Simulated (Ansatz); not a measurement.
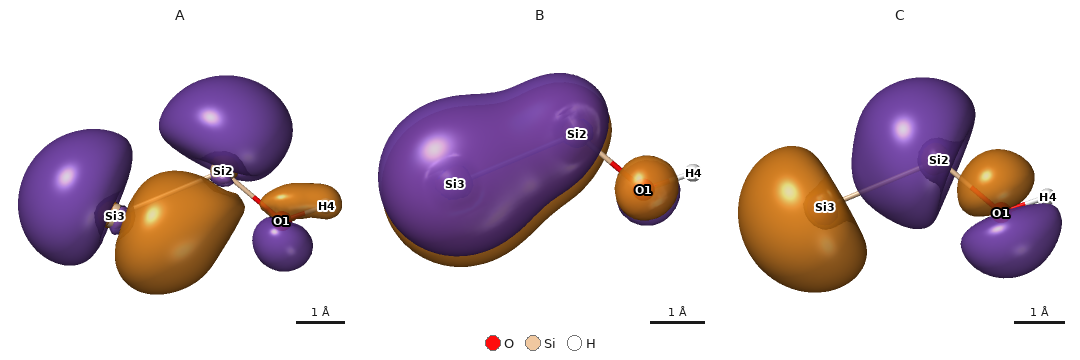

Figure 1: HOSi₂ (charge +1). Three frontier orbitals at ±0.08 Å⁻³ᐟ² (orange and purple are the two phases), in no order.

All numbers below come from RKS PBE-D4/def2-SVP (Ansatz).

```xyz
4

O    -0.5698    0.4225   -0.7578
Si    0.0897    0.1531    0.7271
Si    1.6948   -1.7274    0.9257
H    -1.2147    1.1518   -0.8950
```

> Which picture is the HOMO−1, the HOMO and the LUMO?

C is the HOMO−1 (−13.55 eV). It lies mainly on Si3 (about 40 %), Si2 (about 35 %) and O1 (about 25 %); it is symmetric in the molecular plane (an in-plane orbital: σ, lone-pair or in-plane π type). B is the LUMO (−10.52 eV). By Hirshfeld shares it lies mainly on Si3 (about 70 %) and Si2 (about 25 %); it changes sign across the molecular plane (π type); π-bonding across Si2–Si3. A is the HOMO (−10.33 eV). By Hirshfeld shares it lies mainly on Si3 (about 55 %), Si2 (about 40 %) and O1 (about 5 %); it is symmetric in the molecular plane (an in-plane orbital: σ, lone-pair or in-plane π type).

> What is the HOMO–LUMO gap?

−0.19 eV between the orbital energies.
